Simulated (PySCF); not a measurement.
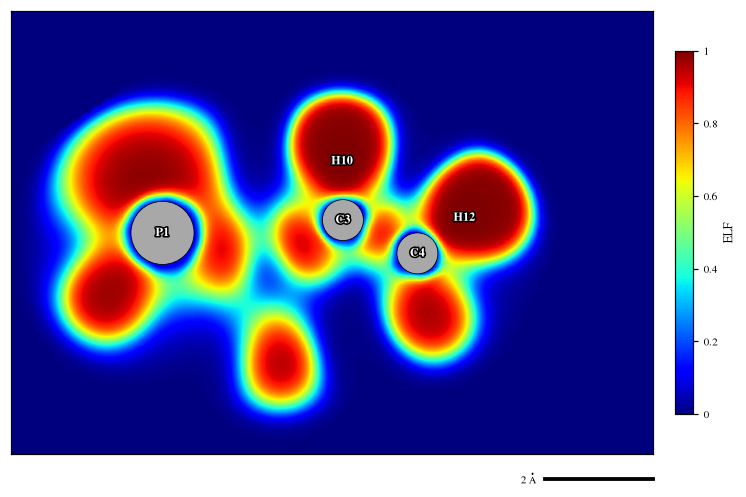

C$_{3}$H$_{9}$PSi (SMILES P[SiH2]C1CC1). Electron localisation function on the plane of atoms C4, C3 and H10. Grey discs cover the atomic cores.

Geometry: GFN2-xTB, NEB image 0 of 0 to 8.

Computed with PBE0/pcSseg-1, SCF density, gas phase, non-relativistic (PySCF 2.14.0).

| atom | x (Å) | y (Å) | z (Å) |
| --- | --- | --- | --- |
| P | 1.8514 | -1.8457 | 0.9491 |
| Si | 1.0059 | -0.5283 | -0.6575 |
| C | -0.8056 | -0.2260 | -0.2391 |
| C | -1.4928 | 1.0233 | -0.7100 |
| C | -1.1837 | 0.8520 | 0.7389 |
| H | 1.8877 | -0.8638 | 1.9235 |
| H | 3.1708 | -1.6269 | 0.5981 |
| H | 1.1310 | -1.2526 | -1.9282 |
| H | 1.6957 | 0.7648 | -0.7764 |
| H | -1.4272 | -1.1137 | -0.2077 |
| H | -0.9152 | 1.7411 | -1.2722 |
| H | -2.5220 | 0.9547 | -1.0290 |
| H | -0.3977 | 1.4573 | 1.1664 |
| H | -1.9989 | 0.6633 | 1.4219 |

**What do the fields say about this system?**

The section cuts through P, C and H sites.
C–C (1.50 Å): the ELF peaks at about 0.85 between the atoms: a shared electron pair.
C–H (1.08 Å): the ELF climbs to about 1 towards the hydrogen, as it does in any bond to H: a covalent bond by its length.
The ELF also peaks beside P1, away from the bonds: lone-pair regions.
